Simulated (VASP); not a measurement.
Band structure of CuN (space group P-6m2). Method: PBE GGA, VASP's PBE PAW potentials (set 64) (plane waves; VASP).

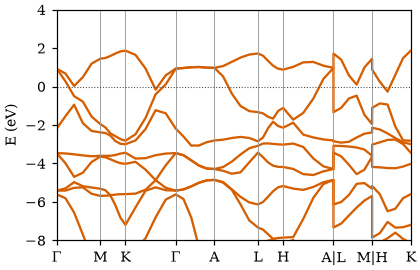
Figure: Bands along high-symmetry lines, zero at the valence-band maximum or, without a gap, the Fermi level

**Question.** Read the plot: is there a gap, and where are the band edges?

**Answer.** It has no gap at this level: it comes out as a metal or semimetal.

The structure was generated: CuN was put into an ordered model structure, which need not be its known phase. The cell was not relaxed at this level.
